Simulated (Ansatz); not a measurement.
GeINSi

```xyz
4

Ge   -0.6372   -1.0469   -2.2941
I    -1.3694   -1.8828    0.0553
N    -0.2320   -2.6446   -3.0566
Si    0.1618   -3.9546   -3.8609
```

Geometry: PBE0-D3(BJ)/def2-SVP; core potentials replace the inner electrons of I.

Theory: Ansatz, isolated molecule in a Gaussian basis; Kohn-Sham density functional theory, functional PBE0.

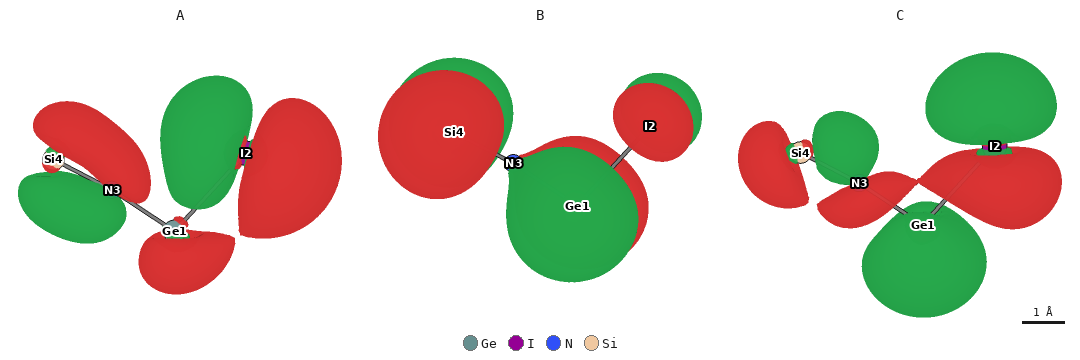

Figure 1. Three frontier orbitals at ±0.06 Å⁻³ᐟ² (green and red are the two phases), in no order.

Which picture is the HOMO−1, the HOMO and the LUMO?

A is the HOMO−1 (−7.17 eV). By Hirshfeld shares it lies mainly on I2 (about 75 %), N3 (about 10 %), Ge1 (about 10 %) and Si4 (about 5 %); it is symmetric in the molecular plane (an in-plane orbital: σ, lone-pair or in-plane π type); largely a lone pair of I2. C is the HOMO (−6.83 eV). By Hirshfeld shares it lies mainly on I2 (about 50 %), Ge1 (about 35 %), N3 (about 10 %) and Si4 (about 5 %); it is symmetric in the molecular plane (an in-plane orbital: σ, lone-pair or in-plane π type). B is the LUMO (−2.92 eV). Its weight (Hirshfeld) is mainly on Ge1 (about 45 %), Si4 (about 40 %) and I2 (about 10 %); it changes sign across the molecular plane (π type).

What is the HOMO–LUMO gap?

3.91 eV between the orbital energies.

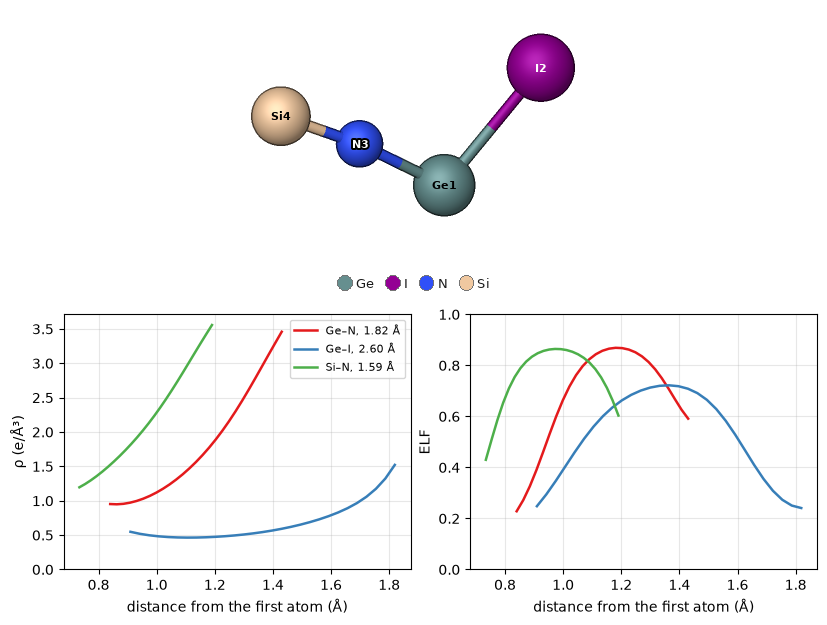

Figure 2. Electron density and ELF along straight lines between neighbouring atoms. The curves leave out the atomic cores. The structure is drawn too.

Compare the contacts.

Ge–N (1.82 Å): ρ at the midpoint is about 0.97 e/Å³; the ELF peaks at about 0.85 in the valence shell of N, 0.6 Å from its nucleus, and is about 0.40 at the midpoint.
Ge–I (2.60 Å): the density is about 0.51 e/Å³ at the midpoint; the ELF peaks at about 0.70 in the valence shell of I, 1.2 Å from its nucleus, and is about 0.70 at the midpoint.
Si–N (1.59 Å): the density is about 1.4 e/Å³ at the midpoint; the ELF peaks at about 0.85 between the atoms; a short, strongly polar bond.

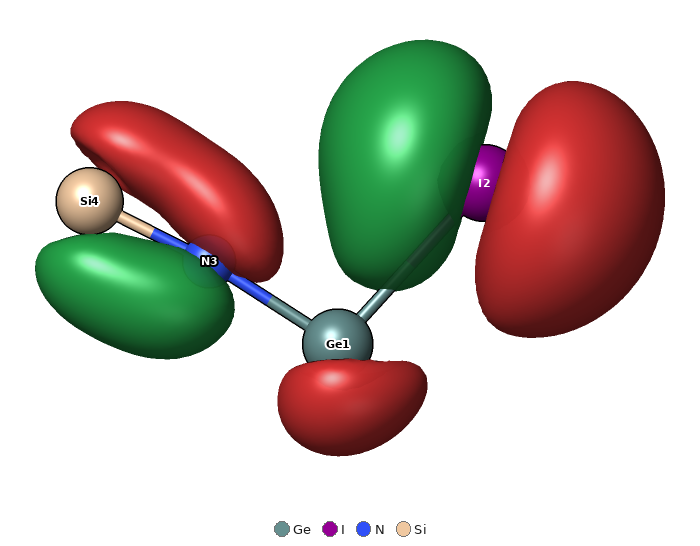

Figure 3. The HOMO−1 at ±0.08 Å⁻³ᐟ² (green and red are the two phases), seen across its widest extent.

What is the character of this orbital?

It lies mainly on I2 (about 75 %), N3 (about 10 %), Ge1 (about 10 %) and Si4 (about 5 %); it is symmetric in the molecular plane (an in-plane orbital: σ, lone-pair or in-plane π type); largely a lone pair of I2. Its energy is −7.17 eV.
